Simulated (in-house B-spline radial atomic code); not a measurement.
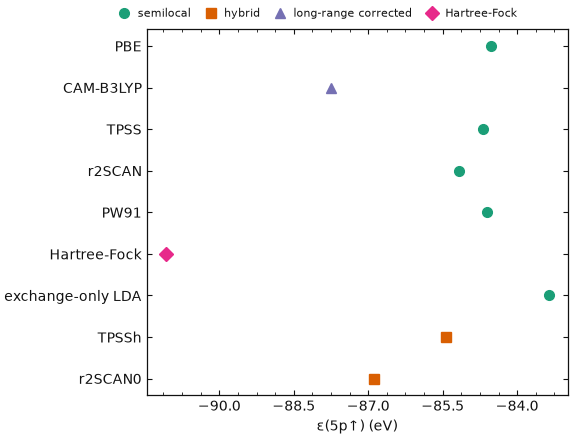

The La⁶⁺ ion; electrons: [Kr] 4d10 5s2 5p3 (high spin). All runs are scalar-relativistic, spin-polarised and spherical, computed with an in-house B-spline radial code (spin-free X2C). Hartree-Fock is the average over the configuration. The plot shows the eigenvalue (eV) of the 5p up orbital by 9 methods.

### How much do the methods differ, and in which order?

The deepest is Hartree-Fock (−91.08) and the shallowest exchange-only LDA (−83.37), a spread of 7.72 eV. In order (eV): Hartree-Fock (−91.08), CAM-B3LYP (−87.75), r2SCAN0 (−86.88), TPSSh (−85.43), r2SCAN (−85.17), TPSS (−84.68), PW91 (−84.60), PBE (−84.52), exchange-only LDA (−83.37). On the whole, exact exchange removes self-interaction and deepens occupied levels.
